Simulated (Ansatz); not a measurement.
**Fields on a plane of NiO (rock salt)**

```xyz
2
Lattice="0.0000 2.0586 2.0586 2.0586 0.0000 2.0586 2.0586 2.0586 0.0000" Properties=species:S:1:pos:R:3 pbc="T T T"
O      0.0000     0.0000     0.0000
Ni     2.0586     2.0586     2.0586
```

The slice is a {110} plane (indices of the conventional cell) through the point (0.000, 0.000, 0.000) (fractional), spanned by u = [100] and v = [1 -1 -1] in vectors of this cell: u (2.91 Å) and v (4.12 Å, at 90° to u). It covers one period; positions are fractions (u, v).

Atoms on it: O at (0.00, 0.00); Ni at (0.00, 0.50).

Computed with PBEsol (plane waves to 420 eV, PAW, scalar-relativistic; Ansatz, a first-principles code). k mesh 19×19×19. Inside the PAW spheres the values are not all-electron values, and peaks at nuclei hang on which shells count as valence. NiO is run spin-polarised and with no Hubbard U; the real compound is an antiferromagnetic insulator, a state that this run doesn't describe. NiO was relaxed with its symmetry unable to fall. Relaxed NiO ends ferromagnetic. The PAW data are Ansatz's earlier set. The magnetic order is the one the run started from; other orders were not tried.

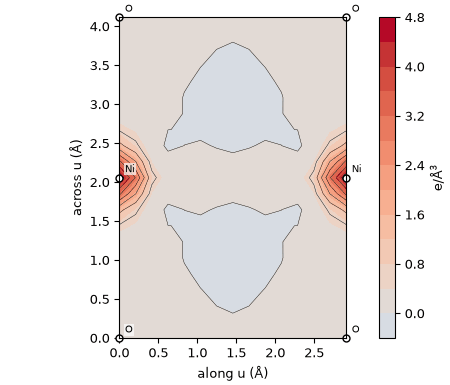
Fig. 1. Spin density, up minus down in e/Å³, one period of the plane, atoms marked. 

```
v \ u  0.00  0.14  0.29  0.43  0.57  0.71  0.86
-----  ----  ----  ----  ----  ----  ----  ----
0.90    0.6   0.3  -0.4  -0.8  -0.8  -0.4   0.3
0.80   -0.1  -0.3  -0.7  -1.0  -1.0  -0.7  -0.3
0.70   -0.1  -0.3  -0.7  -1.0  -1.0  -0.7  -0.3
0.60    1.1   0.6  -0.3  -0.8  -0.8  -0.3   0.6
0.50    1.8   1.1  -0.1  -0.7  -0.7  -0.1   1.1
0.40    1.1   0.6  -0.3  -0.8  -0.8  -0.3   0.6
0.30   -0.1  -0.3  -0.7  -1.0  -1.0  -0.7  -0.3
0.20   -0.1  -0.3  -0.7  -1.0  -1.0  -0.7  -0.3
0.10    0.6   0.3  -0.4  -0.8  -0.8  -0.4   0.3
0.00    0.9   0.6  -0.2  -0.7  -0.7  -0.2   0.6
```

Values: log₁₀ of the valence density in e/Å³. The scale is logarithmic, as a density can span decades between atoms and voids.

The density on the O–Ni line (2.06 Å) at its midpoint is 0.49 e/Å³ and the ELF at that point is 0.16.
